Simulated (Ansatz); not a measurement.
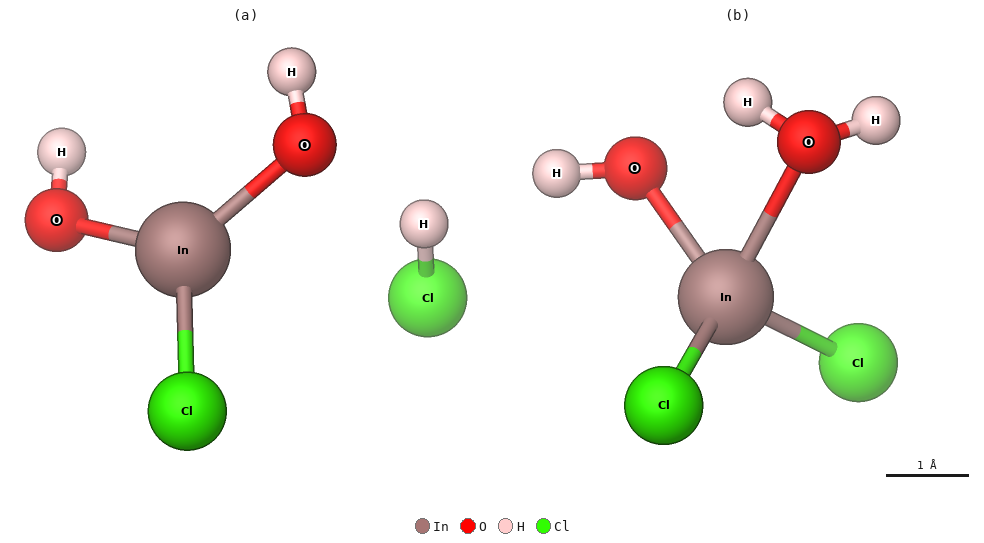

The structure of InH$_{3}$O$_{2}$Cl$_{2}$ before (left) and after (right) a relaxation, at one scale.

Style: ball-and-stick. Shown at a tilt.

The run prepares an end point of a later path (reaction) calculation, from a guessed geometry.

Computed with RKS CAM-B3LYP-D4/def2-SVP (Ansatz 0.2.0). Settings: no spin polarisation; force threshold 0.03 eV/Å; at most 50 steps.

Question: Summarise the run.

Answer: Over 32 accepted moves (36 points after the start) the energy falls by 40.7 kcal/mol. The largest force component goes from 1.1 to 0.019 eV/Å. The line search rejected the trial steps at points 10, 13, 28, 31 of the run. The atom that moves furthest after the best rigid fit is an H atom (1.53 Å). By element the largest moves are H 1.53 Å, O 1.24 Å, Cl 1.09 Å, In 1.03 Å. Near-neighbour distances that change, for instance: Cl–H 1.335 → 3.464 Å, Cl–In 3.634 → 2.334 Å, H–O 2.202 → 0.968 Å, In–O 1.994 → 2.276 Å. New bonds form, among them: Cl–In (3.63 → 2.33 Å), H–O (2.20 → 0.97 Å). Bonds break, among them: Cl–H (1.34 → 3.46 Å). Among the angles between lasting bonds that change: O–In–O 124.6° → 72.3°, In–O–H 114.3° → 85.8°, In–O–H 114.2° → 119.1°. The run took 38 s on 4 threads of AMD EPYC 9R45 96-Core Processor (Zen 5), with other jobs on the host, peak memory 0.33 GiB.

Limits of the set-up: the start holds two separate molecules, 2.2 Å apart at their closest, whose relative position is a soft coordinate.
